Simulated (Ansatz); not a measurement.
```xyz
14
Lattice="3.1074 0.0000 0.0000 -1.5537 2.6911 0.0000 0.0000 0.0000 24.9168" Properties=species:S:1:pos:R:3 pbc="T T T"
Sc    1.5537    0.8970   11.2629
Sc    0.0000    1.7941   13.6539
Sc    1.5537    0.8970    1.2022
Sc    0.0000    1.7941   23.7146
Ga    0.0000    0.0000    7.1671
Ga    1.5537    0.8970    5.2368
Ga    0.0000    1.7941    3.3585
Ga    0.0000    1.7941    9.0782
Ga    0.0000    1.7941   19.6801
Ga    0.0000    0.0000   17.7498
Ga    1.5537    0.8970   15.8386
Ga    1.5537    0.8970   21.5583
N     0.0000    0.0000   12.4584
N     0.0000    0.0000    0.0000
```

Space group P-3m1; a generated structure, not necessarily the stable one; changed on purpose from its base cell (volume × 0.88, shape and atoms relaxed); computed pressure about 14 GPa in this cell.

Computed with DFT PBE, scalar-relativistic, plane waves, PAW (Ansatz 0.2.0).

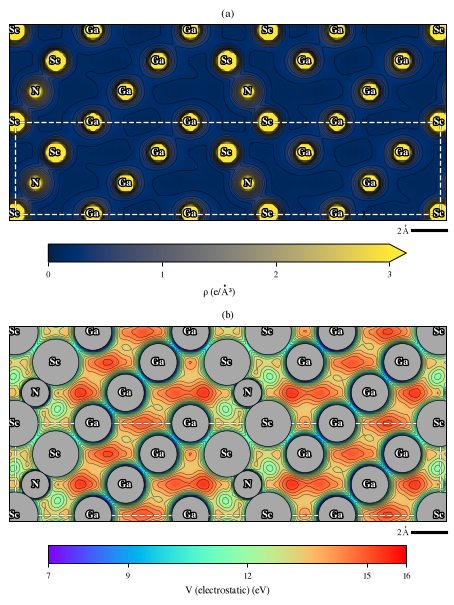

Sc$_{2}$Ga$_{4}$N. (a) valence charge density (pseudo); (b) electrostatic potential energy of an electron on the (110) plane of the conventional cell. Grey discs cover the atomic cores in the potential map.

The density is the valence pseudo-density of a PAW calculation; it isn't the true density close to the nuclei.

**What does the map show?**

Atoms in the plane: Sc, Ga and N. Sc–N (2.16 Å): ρ at the midpoint is about 0.48 e/Å³. Ga–Ga (2.60 Å): the density is about 0.3 e/Å³ at the midpoint. Between the atoms the lowest density in this plane is 0.07 e/Å³. Outside the cores the potential energy rises away from the atoms and is highest about 1.9 Å from the nearest atoms; its zero is arbitrary.
